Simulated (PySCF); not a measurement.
```tsv
atom	x (Å)	y (Å)	z (Å)
C	-1.2924	1.0405	-0.5367
C	-0.8774	-0.0223	0.4817
C	-0.7602	-1.3932	-0.1706
C	0.4492	0.4087	1.0576
O	0.5546	0.9187	2.1426
Ge	2.1237	0.1569	-0.0219
H	-2.2467	0.7743	-0.9853
H	-0.5467	1.1164	-1.3279
H	-1.3919	2.0119	-0.0571
H	-1.6129	-0.0501	1.2932
H	-0.4471	-2.1391	0.5579
H	-0.0282	-1.3651	-0.9797
H	-1.7179	-1.6975	-0.5868
H	2.6067	-1.2604	0.0227
H	3.1855	1.0137	0.5783
H	1.9944	0.4957	-1.4790
```

Geometry: GFN2-xTB.

All numbers below come from wB97X-D/def2-SVPD, SCF density, gas phase (PySCF 2.14.0).

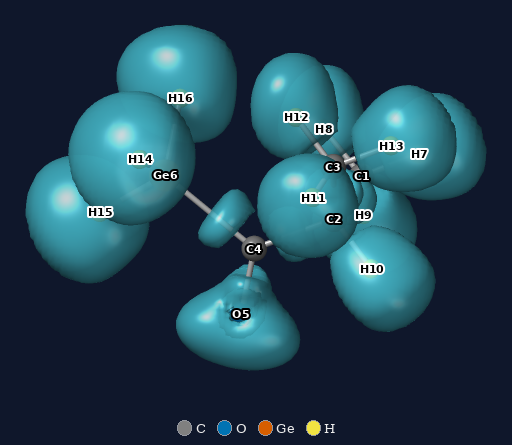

C4H10GeO (SMILES CC(C)[C](=O)[GeH3]). Isosurface of the electron localisation function at 0.75 (cyan), seen from one side. Core shells and regions of very low density are left out.

**Where are the electrons localised?**

The ELF exceeds this value in three regions between bonded C–C atoms (shared pairs), ten regions around hydrogen nuclei, one lobe of the valence shell of C pointing towards Ge (polar bonds) and one region on O in which the atom's valence shell and bonds are merged. Profiles from the grid: C–O (1.20 Å): the ELF peaks at about 0.90 between the atoms (a multiple bond). C–C (1.51 Å): the ELF peaks at about 0.95 between the atoms, as expected for a shared electron pair.
